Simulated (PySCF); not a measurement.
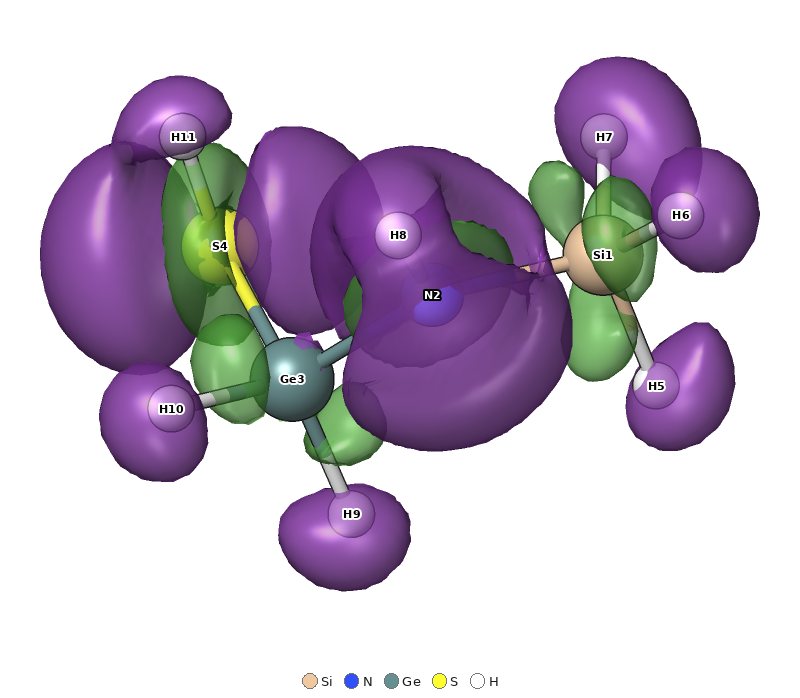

Figure. GeH7NSSi, SMILES `[SiH3][NH][GeH2][SH]`. Fukui function f⁻ = ρ(N) − ρ(N−1) at fixed geometry, surfaces at ±0.015 e/Å³ (purple positive, green negative).

Method: PBE0/def2-SVPD; geometry: GFN2-xTB; program: PySCF. No frequency check shows the geometry to be a minimum. GFN2-xTB bond lengths at metals and heavier atoms can be off by up to 0.1 Å and shapes distorted, which carries into these values.

**Which atoms respond most to the removal of an electron?**

f⁻ (Hirshfeld-condensed) is largest on S4 (0.30) and N2 (0.18); the vertical ionisation energy is 9.09 eV (the stability of the cation's solution wasn't checked). Condensed values hint at sites of electrophilic attack but needn't mark the atom that reacts. Orbital relaxation makes it negative in places (0.22 e in all).

```json
{"atom": "Si1", "f⁻": "+0.09", "charge": "+0.34"}
{"atom": "N2", "f⁻": "+0.18", "charge": "−0.32"}
{"atom": "Ge3", "f⁻": "+0.08", "charge": "+0.35"}
{"atom": "S4", "f⁻": "+0.30", "charge": "−0.16"}
{"atom": "H5", "f⁻": "+0.04", "charge": "−0.08"}
{"atom": "H6", "f⁻": "+0.05", "charge": "−0.08"}
{"atom": "H7", "f⁻": "+0.06", "charge": "−0.09"}
{"atom": "H8", "f⁻": "+0.06", "charge": "+0.11"}
{"atom": "H9", "f⁻": "+0.05", "charge": "−0.06"}
{"atom": "H10", "f⁻": "+0.05", "charge": "−0.07"}
{"atom": "H11", "f⁻": "+0.05", "charge": "+0.05"}
```
